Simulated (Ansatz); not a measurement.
# AlFH3Sb: atomisation energy in Python

How much energy holds AlFH3Sb together? A script is to give an atomisation energy; the system is AlFH3Sb. SMILES: [F][AlH][SbH2].

Computed with Ansatz 0.2.0, driven from Python. Level of theory: CAM-B3LYP/x2c-TZVPPall.

## (1) The structure

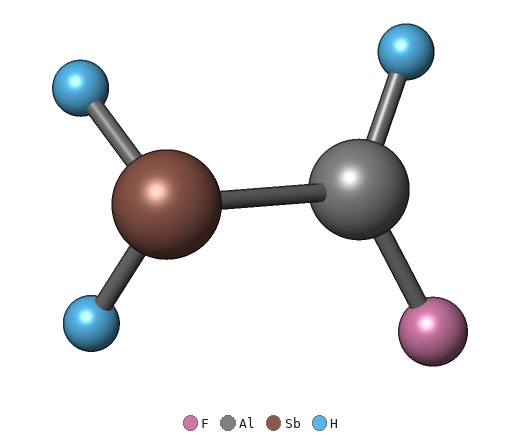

The starting structure, viewed from a chosen angle; fluorine pink, aluminium grey, antimony brown, hydrogen blue.

No structure file is read: the coordinates are typed or built in the script.

## (2) The code

File tae_alfh3sb.py:

```python
# -*- coding: utf-8 -*-
from collections import Counter

import ansatz as az


def energy(molecule, charge=0, unpaired=0):
    calc = (
        molecule.calculation()
        .basis(gaussian="x2c-TZVPPall")
        .functional("cam_b3lyp")
    )
    if charge:
        calc = calc.charge(charge)
    if unpaired:
        calc = calc.spin("collinear", total=unpaired)
    report = calc.run(threads=1).report
    if report["published_state_doubts"]:
        print("  doubts:", report["published_state_doubts"])
    return report["free_energy_ev"]


def main():
    geometry_ang = [
        ("F", (-1.3058, -1.6903, 1.3532)),
        ("Al", (-0.3444, -1.1004, -0.0437)),
        ("Sb", (1.2787, 0.9474, 0.2431)),
        ("H", (-0.4236, -1.7822, -1.4756)),
        ("H", (0.7456, 1.6796, -1.2533)),
        ("H", (0.0916, 1.882, 1.1301)),
    ]
    alfh3sb = az.Crystal.molecule()
    for symbol, xyz in geometry_ang:
        alfh3sb = alfh3sb.atom(symbol, xyz)

    unpaired = {"F": 1, "Al": 1, "Sb": 3, "H": 1}
    counts = Counter(site.symbol for site in alfh3sb.cartesian_sites)
    atom_energy = {s: energy(az.Crystal.molecule().atom(s, (0, 0, 0)), 0, unpaired[s]) for s in counts}
    whole = energy(alfh3sb, 0, 0)
    for s, e in atom_energy.items():
        print(f"{s:2s} x{counts[s]}  {e:14.5f} eV")
    print(f"AlFH3Sb: {whole:.5f} eV")
    split = sum(counts[s] * e for s, e in atom_energy.items()) - whole
    print(f"atomisation energy (no zero-point term): {96.485332 * split:.1f} kJ/mol, {split / sum(counts.values()):.3f} eV an atom")


if __name__ == "__main__":
    main()
```

## (3) The input behind the calls

The engine receives this input (first run):

```yaml
crystal:
  periodic: [false, false, false]
  atoms:
    - { symbol: F, position_ang: [0.0, 0.0, 0.0] }
basis:
  gaussian:
    orbitals: x2c-TZVPPall
hamiltonian:
  xc: cam_b3lyp
magnetization:
  spin_polarized: true
  initial_magnetization: 1.0
```

## (4) Running it

On the command line:

```bash
python tae_alfh3sb.py
```

The program printed:

```text
F  x1     -2716.66771 eV
Al x1     -6607.17536 eV
Sb x1   -176362.77035 eV
H  x3       -13.57353 eV
AlFH3Sb: -185743.67762 eV
atomisation energy (no zero-point term): 1576.9 kJ/mol, 2.724 eV an atom
```

It took 13 s on 1 thread of Intel Xeon Platinum 8259CL at 2.50GHz (Skylake/Cascade Lake), shared host; peak memory 0.54 GiB.

## (5) What changed from run to run

The engine's inputs for some of the other runs:

Run 3, against run 1:

```diff
@@ -4 +4 @@
-    - { symbol: F, position_ang: [0.0, 0.0, 0.0] }
+    - { symbol: Sb, position_ang: [0.0, 0.0, 0.0] }
@@ -12 +12 @@
-  initial_magnetization: 1.0
+  initial_magnetization: 3.0
```

Run 4, against run 1:

```diff
@@ -4 +4 @@
-    - { symbol: F, position_ang: [0.0, 0.0, 0.0] }
+    - { symbol: H, position_ang: [0.0, 0.0, 0.0] }
```

Run 5, against run 1:

```diff
@@ -4 +4,6 @@
-    - { symbol: F, position_ang: [0.0, 0.0, 0.0] }
+    - { symbol: F, position_ang: [-1.3058, -1.6903, 1.3532] }
+    - { symbol: Al, position_ang: [-0.3444, -1.1004, -0.0437] }
+    - { symbol: Sb, position_ang: [1.2787, 0.9474, 0.2431] }
+    - { symbol: H, position_ang: [-0.4236, -1.7822, -1.4756] }
+    - { symbol: H, position_ang: [0.7456, 1.6796, -1.2533] }
+    - { symbol: H, position_ang: [0.0916, 1.882, 1.1301] }
@@ -10,3 +14,0 @@
-magnetization:
-  spin_polarized: true
-  initial_magnetization: 1.0
```

Lines on the test bed's own set-up are left out of the output.

A comment line of the script is reworded here; the code is as run.

## (6) The runs side by side

One row for each of the 5 runs:

```
run   system  unpaired or total moment   energy (eV)  <S²>  SCF cycles  CPU time (s)
  1        F                         1    -2716.6677  0.75          12          0.28
  2       Al                         1    -6607.1754  0.76          13          0.68
  3       Sb                         3  -176362.7703  3.75          11           2.6
  4        H                         1      -13.5735  0.75           9          0.21
  5  AlFH3Sb                   not set  -185743.6776  0.00          17           8.4
```

Totals carry meaning only in balanced differences at one level of theory.

## (7) Summary of results

| quantity | value |
| --- | --- |
| atomisation energy, no zero point | 1576.9 kJ/mol |
| runs compared | 5 |

Zero-point motion and spin-orbit terms of the atoms are left out, and both would lower it. 1576.9 kJ/mol from the electronic energies, without the zero-point term. Caveats:
- The geometry is a force-field or estimated start, not a minimum of this method, and the basis set is short of its limit. All parts are taken at fixed geometry, without zero-point energy.
- The spin-orbit lowering of heavy atoms is left out.
